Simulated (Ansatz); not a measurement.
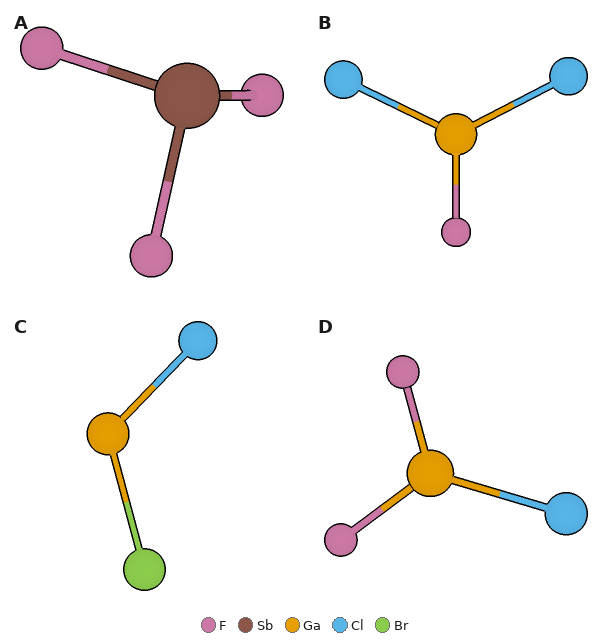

Simulated data, not a measurement (program: Ansatz).

**Match each picture to its SMILES.**
(1) [Cl][Ga][Br]
(2) [F][Sb]([F])[F]
(3) [F][Ga]([F])[Cl]
(4) [F][Ga]([Cl])[Cl]

A is (2), B is (4), C is (1), D is (3).
